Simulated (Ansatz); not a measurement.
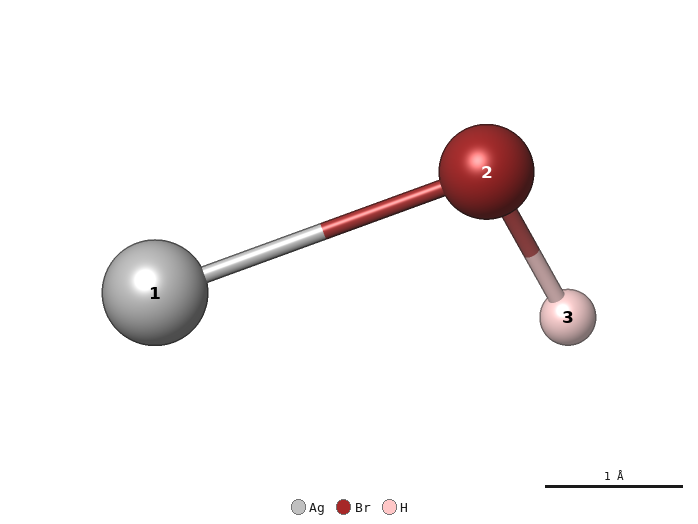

Orthographic view. Atoms fade into the background with distance from the viewer. Charge +1, singlet. Computed geometry: PBE0-D4/def2-TZVP optimisation.

Write a Z-matrix (Å, degrees) in the order of the atom numbers, with these reference atoms: 2 to 1; 3 to 2, 1.

```
Ag 
Br   1   2.587
H    2   1.432   1    96.8
```
